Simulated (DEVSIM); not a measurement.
Device: Ti/SiO2/n-Ge capacitor, at 250 K.

| layer (left to right) | material | thickness (nm) | Nd (cm⁻³) |
|---|---|---|---|
| 1 | SiO2 | 9.90 | - |
| 2 | Ge | 750 | 6.3e16 |

Metal gate on the left, work function 4.33 eV. Fixed charge at the semiconductor interface 2.5e11 cm⁻² (in units of +e); no interface traps.

This is a model device: material constants are rounded textbook-type values typed into the input, and sizes, dopings and lifetimes were drawn at random. Values at 300 K; Nc and Nv go as T^1.5, mobilities as T to minus their exponent, the gap by Varshni's rule with the affinity fixed.

| parameter | SiO2 | Ge |
|---|---|---|
| gap (eV) | 9 | 0.664 |
| affinity (eV) | 0.9 | 4 |
| permittivity | 3.9 | 16 |
| Nc (cm⁻³) | - | 1.04e19 |
| Nv (cm⁻³) | - | 6e18 |
| Varshni α (eV/K) | - | 0.000477 |
| Varshni β (K) | - | 235 |

Model (solved in DEVSIM): 1D Poisson equation in equilibrium, Boltzmann statistics, complete ionisation; no quantum confinement or tunnelling. Metal contacts follow the ideal Schottky-Mott rule: no Fermi-level pinning, no interface dipoles.

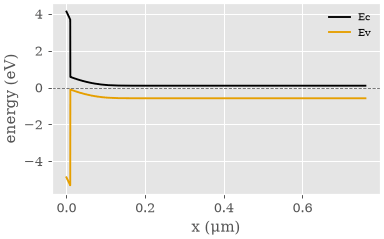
Fig. 1. Band edges at -0.7 V on the gate

Energies count from the Fermi level of the right contact; mesh points crowd at the junctions.

```
x (μm)    Ec (eV)  Ev (eV)  n (cm⁻³)  p (cm⁻³)  field (V/cm)
--------  -------  -------  --------  --------  ------------
0.000       4.130   -4.870     < 1e2     < 1e2       -450000
0.001033    4.083   -4.917     < 1e2     < 1e2       -450000
0.002655    4.010   -4.990     < 1e2     < 1e2       -450000
0.005432    3.884   -5.116     < 1e2     < 1e2       -450000
0.008441    3.748   -5.252     < 1e2     < 1e2       -450000
0.009599    3.696   -5.304     < 1e2     < 1e2       -450000
0.01054     0.577   -0.105     1.8e7    3.4e16        -81000
0.01308     0.557   -0.126     4.7e7    1.3e16        -79000
0.01728     0.525   -0.158     2.1e8    3.0e15        -76000
0.02554     0.465   -0.218     3.4e9    1.8e14        -70000
0.04176     0.361   -0.321    4.1e11    1.5e12        -58000
0.08825     0.169   -0.514    3.1e15     2.0e8        -25000
0.1651      0.105   -0.577    5.9e16     1.0e7          -730
0.3058      0.104   -0.579    6.3e16   9900000           ≈ 0
0.5697      0.104   -0.579    6.3e16   9900000           ≈ 0
0.6604      0.104   -0.579    6.3e16   9900000           ≈ 0
0.7098      0.104   -0.579    6.3e16   9900000           ≈ 0
0.7350      0.104   -0.579    6.3e16   9900000           ≈ 0
0.7502      0.104   -0.579    6.3e16   9900000           ≈ 0
0.7556      0.104   -0.579    6.3e16   9900000           ≈ 0
0.7583      0.104   -0.579    6.3e16   9900000           ≈ 0
0.7599      0.104   -0.579    6.3e16   9900000           ≈ 0
```
